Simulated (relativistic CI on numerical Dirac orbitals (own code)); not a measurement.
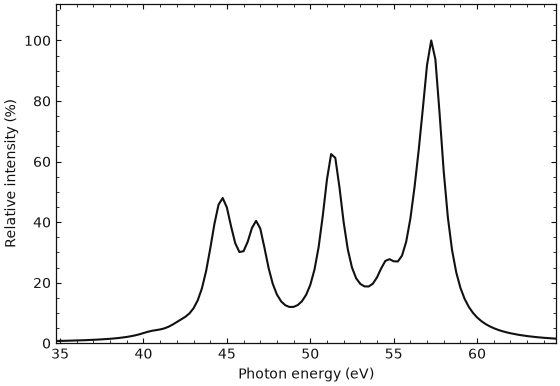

Computed core-level spectrum (absorption) of an ion of charge +5 in no crystal field (free ion). Multiplet model: relativistic Dirac–Coulomb–Breit theory, one configuration a step, Slater integrals scaled by 0.8, 300 K, Voigt broadening (Lorentzian 1.5 eV, Gaussian 0.3 eV full widths), computed with a radial Dirac CI code.

Which element and which edge or line is it?

O₂,₃ X-ray absorption of W VI (W⁵⁺), initial configuration [Xe] 4f¹⁴ 5d. The main maxima lie at 44.7 eV (48), 46.7 eV (40), 51.3 eV (62), 54.7 eV (28) and 57.3 eV (100), heights in % of the largest; the centroid is at 52.0 eV. The ground state has S = 0.50.

Known limits: free-ion energies, so absolute edge positions are off by a few eV from solids; core and valence shell share one n, so the strongest features autoionise and are far broader and can lie several eV off in experiment.
